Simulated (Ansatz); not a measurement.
**C2H4FNOSi: small, medium and large basis sets**

How large a basis does C2H4FNOSi need? Two functionals are run in growing sets.

Computed with Ansatz 0.2.0, Gaussian basis. Level: one geometry, several basis sets.

Levels to be run: PBE0-D4/def2-SVP; ωB97M-V/def2-SVP; PBE0-D4/def2-QZVPP; ωB97M-V/def2-QZVPP; the functionals' def2-TZVPP values are taken from earlier runs.

## Step 1: Structure used throughout

The geometry comes from an earlier relaxation with PBE0-D4 in a triple-zeta def2 set; it is a stationary point, not always the lowest conformer.

SMILES `O[SiH]1CN=C1F`, 10 atoms, charge 0, spin multiplicity 1.

Atoms are counted from 1 here; the program's logs count them from 0.

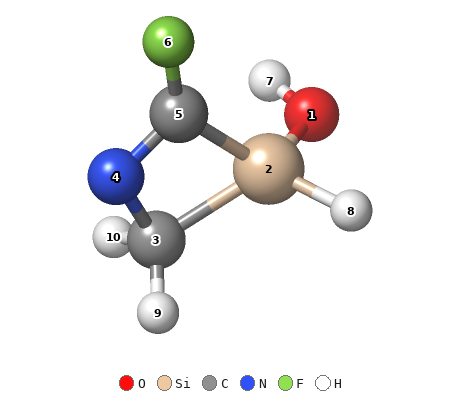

The structure; oxygen red, silicon light orange, carbon grey, nitrogen blue, fluorine green, hydrogen white; atoms are numbered from 1 in the order of the file.

## Step 2: PBE0-D4 in def2-SVP

Contents of in.yaml:

```yaml
crystal:
  periodic: [false, false, false]
  atoms:
    - {symbol: O, position_ang: [-0.160348, -2.104964, -0.499166]}
    - {symbol: Si, position_ang: [0.463405, -0.596307, -0.405671]}
    - {symbol: C, position_ang: [0.284598, 0.516541, 1.110204]}
    - {symbol: N, position_ang: [-0.409562, 1.532312, 0.261288]}
    - {symbol: C, position_ang: [-0.525998, 0.936469, -0.852834]}
    - {symbol: F, position_ang: [-1.131058, 1.502667, -1.881533]}
    - {symbol: H, position_ang: [-1.046334, -2.258616, -0.166986]}
    - {symbol: H, position_ang: [1.799276, -0.692892, -1.036333]}
    - {symbol: H, position_ang: [1.184552, 0.936227, 1.563061]}
    - {symbol: H, position_ang: [-0.375231, 0.177463, 1.910869]}
basis:
  gaussian: {orbitals: def2-SVP}
hamiltonian: {xc: pbe0, dispersion: d4}
output: {orbitals: {seedname: orbitals}}
```

The run is started by

```console
$ ansatz run in.yaml --threads 4 --pin off --events-out ev --progress --plain --max-ram 10444MiB
```

The program printed:

```text
Functional definition: PBE0
  name "PBE0"
  cite "Adamo & Barone, J. Chem. Phys. 110, 6158 (1999) doi:10.1063/1.478522"
  cite "Perdew, Burke & Ernzerhof, Phys. Rev. Lett. 77, 3865 (1996) doi:10.1103/PhysRevLett.77.3865"
  parent pbe
  parameter a = 0.25
  parameter kappa = 0.804
  parameter beta = 0.06672455060314922
  exchange = (1 - a)*pbe_x(kappa = kappa, mu = beta*pi^2/3) + a*exact_x
  correlation = pbe_c(beta = beta)
1207 factors; their error is unknown
mean field evaluation 1: about -16241.9234 eV, gradient 6.1e1 eV
mean field evaluation 2: about -16231.8556 eV, gradient 9.2e1 eV
mean field evaluation 4: about -16249.2050 eV, gradient 4.9e0 eV
mean field evaluation 8: about -16249.2476 eV, gradient 1.2e-1 eV
mean field evaluation 16: about -16249.2903 eV, gradient 2.1e-4 eV
mean field -16249.29029461 eV, -597.1504041625 hartree, gradient 2.5e-5 eV, S^2 0.000000; 0 other end points of the search recorded, 0 dependent functions left out
reference -16249.29031752 eV, -597.1504050043 hartree; 27, 27 occupied and 81, 81 virtual orbitals, 1207 factors
Total energy: -16249.47617841 eV, -597.1572352659 hartree
```

Run time: 0.95 s. Hardware: 4 threads of Arm Neoverse V2, shared host.

## Step 3: ωB97M-V in def2-SVP

in.yaml: that of step 2 with these lines changed.

```diff
@@ -15,3 +15,3 @@
   gaussian: {orbitals: def2-SVP}
-hamiltonian: {xc: pbe0, dispersion: d4}
+hamiltonian: {xc: {name: wB97M-V}}
 output: {orbitals: {seedname: orbitals}}
```

Launched as before.

The program printed (excerpt; [...] marks lines left out):

```text
Functional definition: wB97M-V
  name "wB97M-V"
  cite "Mardirossian & Head-Gordon, J. Chem. Phys. 144, 214110 (2016) doi:10.1063/1.4952647"
  cite "Becke, J. Chem. Phys. 107, 8554 (1997) doi:10.1063/1.475007"
  cite "Vydrov & Van Voorhis, J. Chem. Phys. 133, 244103 (2010) doi:10.1063/1.3521275"
  # Of w^i u^j: cxij and so on, Table III.
[...]
  gx(w, u) = 1 - cx + cx01*u + cx10*w
  gss(w, u) = css00 + css04*u^4 + css10*w + css20*w^2 + css43*w^4*u^3
  gos(w, u) = cos00 + cos10*w + (cos20 + cos21*u)*w^2 + (cos60 + cos61*u)*w^6
[...]
      + integral(e_c_pw_mod_opposite_spin*gos(b97_w_opposite, b97_u_opposite)) + vv10(b, c)
1207 factors; their error is unknown
286 factors; integrals over basis functions are off by at most 7.0e-6 eV
[...]
mean field -16258.34384875 eV, -597.4831161402 hartree, gradient 5.5e-5 eV, S^2 0.000000; 0 other end points of the search recorded, 0 dependent functions left out
reference -16258.34388492 eV, -597.4831174694 hartree; 27, 27 occupied and 81, 81 virtual orbitals, 1207 factors
Total energy: -16258.34388492 eV, -597.4831174694 hartree
```

It took 3.5 s on 4 threads of Arm Neoverse V2, shared host; peak memory 0.33 GiB.

## Step 4: PBE0-D4 in def2-QZVPP

in.yaml: that of step 3 with these lines changed.

```diff
@@ -14,4 +14,4 @@
 basis:
-  gaussian: {orbitals: def2-SVP}
-hamiltonian: {xc: {name: wB97M-V}}
+  gaussian: {orbitals: "def2-QZVPP.json"}
+hamiltonian: {xc: pbe0, dispersion: d4}
 output: {orbitals: {seedname: orbitals}}
```

Same command.

The program printed:

```text
Functional definition: PBE0
  name "PBE0"
  cite "Adamo & Barone, J. Chem. Phys. 110, 6158 (1999) doi:10.1063/1.478522"
  cite "Perdew, Burke & Ernzerhof, Phys. Rev. Lett. 77, 3865 (1996) doi:10.1103/PhysRevLett.77.3865"
  parent pbe
  parameter a = 0.25
  parameter kappa = 0.804
  parameter beta = 0.06672455060314922
  exchange = (1 - a)*pbe_x(kappa = kappa, mu = beta*pi^2/3) + a*exact_x
  correlation = pbe_c(beta = beta)
1507 factors; their error is unknown
mean field evaluation 1: about -16252.5950 eV, gradient 7.5e1 eV
mean field evaluation 2: about -16236.7425 eV, gradient 1.1e2 eV
mean field evaluation 4: about -16262.8820 eV, gradient 7.6e0 eV
mean field evaluation 8: about -16262.9776 eV, gradient 1.8e-1 eV
mean field evaluation 16: about -16262.9866 eV, gradient 3.5e-4 eV
mean field -16262.98660596 eV, -597.6537343206 hartree, gradient 4.2e-5 eV, S^2 0.000000; 0 other end points of the search recorded, 0 dependent functions left out
reference -16262.98664262 eV, -597.6537356682 hartree; 27, 27 occupied and 448, 448 virtual orbitals, 1507 factors
Total energy: -16263.17250351 eV, -597.6605659298 hartree
```

It took 7 s on 4 threads of Arm Neoverse V2, shared host; peak memory 1.7 GiB.

## Step 5: ωB97M-V in def2-QZVPP

in.yaml: that of step 4 with these lines changed.

```diff
@@ -15,3 +15,3 @@
   gaussian: {orbitals: "def2-QZVPP.json"}
-hamiltonian: {xc: pbe0, dispersion: d4}
+hamiltonian: {xc: {name: wB97M-V}}
 output: {orbitals: {seedname: orbitals}}
```

Same command.

The program printed (excerpt; [...] marks lines left out):

```text
Functional definition: wB97M-V
  name "wB97M-V"
  cite "Mardirossian & Head-Gordon, J. Chem. Phys. 144, 214110 (2016) doi:10.1063/1.4952647"
  cite "Becke, J. Chem. Phys. 107, 8554 (1997) doi:10.1063/1.475007"
  cite "Vydrov & Van Voorhis, J. Chem. Phys. 133, 244103 (2010) doi:10.1063/1.3521275"
  # Of w^i u^j: cxij and so on, Table III.
[...]
  gx(w, u) = 1 - cx + cx01*u + cx10*w
  gss(w, u) = css00 + css04*u^4 + css10*w + css20*w^2 + css43*w^4*u^3
  gos(w, u) = cos00 + cos10*w + (cos20 + cos21*u)*w^2 + (cos60 + cos61*u)*w^6
[...]
      + integral(e_c_pw_mod_opposite_spin*gos(b97_w_opposite, b97_u_opposite)) + vv10(b, c)
1487 factors; their error is unknown
353 factors; integrals over basis functions are off by at most 8.6e-6 eV
[...]
mean field -16272.26921339 eV, -597.9948638518 hartree, gradient 5.4e-5 eV, S^2 0.000000; 0 other end points of the search recorded, 0 dependent functions left out
reference -16272.26927258 eV, -597.9948660271 hartree; 27, 27 occupied and 448, 448 virtual orbitals, 1487 factors
Total energy: -16272.26927258 eV, -597.9948660271 hartree
```

Run time: 17 s. Hardware: 4 threads of Arm Neoverse V2, shared host; peak memory 2 GiB.

## Step 6: Density functionals: the series

The def2-TZVPP values come from earlier runs at the same geometry.

```tsv
functional	basis	functions	energy (eV)	from the largest (eV)	HOMO (eV)	LUMO (eV)
PBE0-D4	def2-SVP	108	-16249.4762	13.696	-7.34	-0.68
PBE0-D4	def2-TZVPP	253	-16262.4424	0.730	-7.50	-0.94
PBE0-D4	def2-QZVPP	475	-16263.1725	0.000	-7.54	-1.02
ωB97M-V	def2-SVP	108	-16258.3439	13.925	-9.61	1.52
ωB97M-V	def2-TZVPP	253	-16271.5846	0.685	-9.80	1.07
ωB97M-V	def2-QZVPP	475	-16272.2693	0.000	-9.84	0.81
```

## Step 7: Results

| quantity | value |
| --- | --- |
| PBE0-D4: double and triple zeta above quadruple | 13.70, 0.73 eV |
| ωB97M-V: double and triple zeta above quadruple | 13.93, 0.68 eV |

PBE0-D4 gains 12.97 eV from double to triple zeta, then 0.73 eV more. These are total energies; as a rule much of such shifts cancels in differences, which this series doesn't test. The LUMO of ωB97M-V is positive and keeps falling with the basis (1.52 to 0.81 eV): an unbound level that the basis holds in place.

For PBE0-D4 the largest set took about 7 times as long as the smallest (7 s against 0.95 s).
